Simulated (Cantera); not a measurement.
Charge: 1 mol B, 1.2 mol O₂, 30 mol N₂, at 1.00 Torr.

Method: chemical equilibrium by Gibbs-energy minimisation in Cantera with the NASA 1993 tables (ideal gas, pure condensed phases). Candidate condensed phases: B, BN, B₂O₃; 17 gas species. Equilibrium is a limit: real reactors are often held back by kinetics, nucleation or transport.

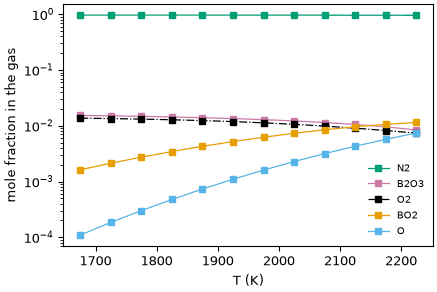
Fig. 1. Equilibrium gas composition (values under 1e-9 drawn at 1e-9)

From 1675 K to 2225 K nothing is condensed. The main B-bearing gas is B₂O₃ throughout.
